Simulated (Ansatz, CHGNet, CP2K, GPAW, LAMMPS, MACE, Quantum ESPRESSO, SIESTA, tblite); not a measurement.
# Aqueous Li+ and I-, 1.5 mol of salt per kg of water at 360 K (110 atoms): atom by atom

36 H2O, 1 Li+, 1 I- placed at random, at 1.14 g/cm³; overlaps pushed apart, then 10 ps at 420 K with Joung-Cheatham ions (J. Phys. Chem. B 112, 9020 (2008)); SPC/E water (Berendsen, Grigera and Straatsma, J. Phys. Chem. 91, 6269 (1987)). Snapshot after 20 ps at 360 K and fixed volume.

This is the geometry as built. Method: Kohn-Sham DFT, PBE, GTH-PBE pseudopotentials, Gaussian and plane waves, DZVP-MOLOPT-SR-GTH, diagonalisation; 600/70 Ry; levels smeared at 580 K (CP2K 2026.2); Γ point; density 1.14 g/cm³.

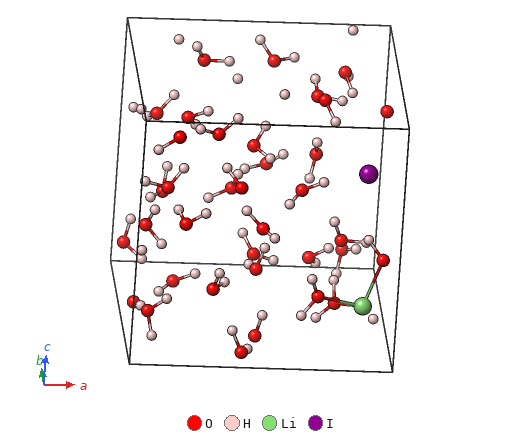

The structure (oxygen red, hydrogen pink, lithium green, iodine purple). Bonds to atoms that aren't drawn are left out. Some periodic images of atoms are drawn too.

Cell vectors (Å):

```
10.442 0.000 0.000
0.000 10.442 0.000
0.000 0.000 10.442
```

Positions in Å, forces in eV/Å, q the Mulliken charge in e:

```csv
atom,x,y,z,q,fx,fy,fz
O1,4.429,0.328,0.520,-0.31,-0.060,-0.283,0.268
H2,4.018,0.346,1.432,0.15,0.136,0.194,-0.439
H3,4.751,1.245,0.282,0.12,-0.344,-0.659,0.184
O4,1.914,0.552,5.846,-0.35,-0.380,-0.461,-0.141
H5,2.652,0.253,6.452,0.13,-0.147,0.497,-0.172
H6,1.675,1.500,6.055,0.14,0.458,-0.440,-0.037
O7,5.085,1.650,5.281,-0.33,-0.224,0.817,0.368
H8,5.489,0.735,5.276,0.16,-0.534,0.251,0.264
H9,4.401,1.709,6.008,0.17,1.123,-0.747,-0.583
O10,7.566,7.558,6.061,-0.30,-0.224,-0.497,-0.434
H11,7.509,6.918,6.828,0.15,-0.122,0.556,-0.908
H12,7.323,7.086,5.214,0.17,0.377,0.152,1.244
O13,7.383,6.644,8.932,-0.32,-0.036,0.116,-0.110
H14,7.329,7.583,9.270,0.17,0.203,-0.999,-0.229
H15,8.341,6.363,8.880,0.14,0.015,1.066,-0.062
O16,1.446,0.597,9.543,-0.30,-0.527,-0.511,-0.192
H17,2.084,10.276,9.648,0.17,-0.479,0.168,-0.073
H18,0.603,0.269,9.116,0.15,1.047,0.303,0.450
O19,7.424,3.982,9.890,-0.29,0.098,0.295,-0.726
H20,7.829,3.320,9.260,0.13,-0.157,0.648,0.188
H21,7.516,4.903,9.511,0.14,-0.441,-0.787,0.380
O22,4.910,5.891,7.041,-0.31,0.209,0.400,0.450
H23,5.517,5.123,6.838,0.16,0.087,0.569,0.227
H24,5.387,6.548,7.626,0.16,-0.178,-1.130,-0.749
O25,0.734,1.627,1.639,-0.33,0.045,0.185,0.078
H26,1.433,1.337,2.293,0.16,-0.113,0.138,-0.866
H27,0.922,1.216,0.746,0.16,0.198,-0.098,0.694
O28,9.876,1.145,4.302,-0.31,0.098,-0.270,0.350
H29,9.272,1.325,5.078,0.13,0.979,-0.419,-0.558
H30,0.250,0.662,4.620,0.16,-0.962,0.600,0.135
O31,9.087,9.997,0.975,-0.34,-0.439,-0.007,-0.243
H32,9.566,9.201,1.346,0.15,0.264,0.205,-0.635
H33,8.914,9.858,0.000,0.13,0.502,-0.441,1.151
O34,6.748,3.921,6.031,-0.32,0.276,0.218,0.020
H35,7.565,3.622,6.525,0.13,-1.021,-0.314,-0.360
H36,6.216,3.121,5.753,0.15,0.576,-0.136,0.444
O37,2.138,6.525,0.870,-0.30,1.135,-0.286,0.177
H38,1.529,5.744,0.736,0.17,0.302,-0.318,0.035
H39,2.966,6.225,1.344,0.16,-0.947,0.153,-0.497
O40,8.650,9.173,8.921,-0.29,0.415,-0.237,-0.855
H41,8.917,8.368,8.391,0.16,-0.038,1.165,0.460
H42,8.868,10.001,8.404,0.11,-0.126,-0.642,-0.181
O43,10.155,6.535,8.409,-0.34,-0.573,-0.575,0.266
H44,0.342,5.765,8.515,0.16,-0.056,1.210,-0.293
H45,0.180,7.287,7.944,0.14,0.241,-0.751,0.188
O46,0.423,4.376,0.833,-0.31,-0.450,0.157,-0.411
H47,9.968,4.426,0.393,0.17,1.053,-0.493,0.805
H48,0.618,3.428,1.085,0.16,-0.565,0.239,-0.161
O49,1.230,8.423,7.229,-0.31,0.043,0.609,-0.275
H50,1.887,8.667,7.943,0.17,-0.312,-0.027,-0.445
H51,0.939,9.250,6.748,0.16,0.617,-0.400,0.644
O52,5.156,2.722,0.234,-0.29,0.367,0.634,0.194
H53,5.380,2.554,1.194,0.17,-0.084,1.015,-0.139
H54,5.752,3.439,10.315,0.17,0.326,-0.513,0.289
O55,8.517,4.752,3.579,-0.31,-0.311,0.044,0.413
H56,8.177,4.488,4.482,0.15,0.426,0.223,-0.983
H57,9.513,4.667,3.560,0.15,-0.414,-0.104,0.647
O58,3.180,2.640,8.858,-0.32,-0.563,0.012,0.095
H59,2.391,2.167,9.249,0.15,0.739,0.362,0.047
H60,3.906,2.700,9.543,0.14,-0.797,-0.169,-0.158
O61,5.064,3.181,2.900,-0.30,-0.399,-0.175,0.482
H62,5.346,3.092,3.855,0.16,-0.347,-0.072,-1.164
H63,4.858,4.139,2.701,0.15,0.654,-0.028,0.356
O64,5.855,9.660,9.110,-0.33,0.494,-0.121,-0.271
H65,6.696,10.198,9.065,0.16,-1.194,-0.728,0.124
H66,5.280,10.002,9.854,0.13,0.578,0.270,0.446
O67,3.208,1.017,2.898,-0.31,-0.086,-0.477,0.264
H68,3.377,0.566,3.774,0.18,-0.122,1.068,-0.818
H69,3.724,1.873,2.858,0.16,0.120,-0.352,0.676
O70,2.976,8.590,9.504,-0.30,0.455,0.042,0.191
H71,2.617,8.088,10.291,0.17,0.561,-0.151,-0.698
H72,3.975,8.545,9.508,0.16,-1.310,-0.091,0.269
O73,4.264,7.137,4.677,-0.32,-0.612,-0.089,-0.449
H74,3.355,6.927,4.317,0.14,0.350,0.372,0.819
H75,4.430,6.596,5.501,0.15,-0.049,0.088,-0.184
O76,7.323,0.402,2.978,-0.30,-0.592,-0.319,0.159
H77,6.685,0.115,2.264,0.16,0.742,0.136,1.331
H78,7.015,0.051,3.862,0.14,-0.217,-0.025,-1.583
O79,0.219,7.973,1.860,-0.32,-0.628,0.260,0.768
H80,0.931,7.453,1.390,0.13,-0.120,0.368,0.885
H81,0.443,8.040,2.833,0.15,0.308,-0.243,-1.156
O82,2.192,5.543,8.314,-0.29,0.901,0.030,-0.202
H83,2.579,6.254,7.726,0.16,-0.080,-1.178,0.964
H84,2.930,5.079,8.804,0.17,-0.763,0.699,-0.935
O85,5.183,5.816,2.433,-0.32,-0.692,0.328,-0.476
H86,4.772,6.508,3.027,0.14,1.047,-0.526,-0.075
H87,6.026,6.176,2.035,0.16,-0.465,0.191,0.420
O88,7.511,7.158,1.790,-0.30,0.686,0.238,-0.019
H89,8.239,6.792,2.370,0.17,-0.613,0.537,-0.882
H90,7.868,7.916,1.245,0.15,-0.143,-0.892,1.004
O91,0.711,4.552,4.080,-0.30,0.921,0.499,-0.910
H92,0.993,4.098,4.926,0.15,0.315,-0.030,-0.391
H93,1.375,4.354,3.359,0.17,-0.907,0.034,1.107
O94,1.361,3.199,6.271,-0.29,0.446,-0.107,0.316
H95,1.954,3.340,7.064,0.19,-0.790,0.255,-0.440
H96,0.427,3.021,6.581,0.12,0.584,0.060,0.443
O97,8.221,2.726,1.738,-0.32,-0.378,0.165,-0.519
H98,7.540,2.899,1.027,0.14,1.201,0.208,1.176
H99,8.202,3.470,2.406,0.15,-0.266,-0.101,-0.406
O100,4.008,0.435,7.517,-0.31,-0.772,-0.392,0.095
H101,3.442,1.001,8.115,0.15,0.959,-0.144,-0.094
H102,4.517,10.215,8.067,0.14,0.080,0.754,-0.333
O103,5.811,9.485,4.777,-0.31,-0.166,-0.011,0.620
H104,6.399,8.982,5.410,0.17,-0.790,-0.093,-0.319
H105,4.920,9.035,4.720,0.17,1.163,-0.277,0.268
O106,1.578,7.490,4.296,-0.30,-0.288,-0.196,0.560
H107,1.737,7.879,5.203,0.16,-0.549,-0.656,-0.656
H108,1.031,6.657,4.382,0.17,0.536,0.493,0.304
Li109,9.187,1.087,2.334,0.70,-0.233,0.005,-0.113
I110,9.141,1.869,7.672,-0.56,-0.388,-0.023,0.147
```

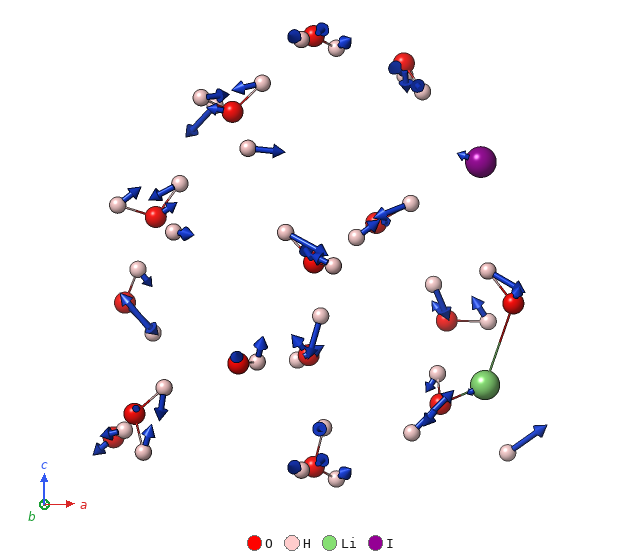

The forces as arrows, the longest 1.69 eV/Å. Drawn is a slice 4 Å thick, seen along the normal of the ac plane. Bonds to atoms that aren't drawn are left out.

The network of contacts between molecules at the start is that of the classical potential that made the cell, and needn't be the one that DFT or experiment would give. The functional has no dispersion term, which matters for the binding between molecules or layers. The density was typed from a rule of thumb and may lie off the real one at this temperature. Only the Γ point is sampled, in a cell whose shortest periodic width is 10 Å.

The r.m.s. force component is 0.539 eV/Å; the longest force, 1.69 eV/Å, acts on H98.

[Logs are printed without paths, hosts, clocks, repeated set-up lines and the standing remarks that a program may print on its own settings, such as how far it seeks lower states.]

[Hosts, paths, dates, database ids (printed as entryN), source tags and the programs' standing remarks are cut or masked in the printed files.]
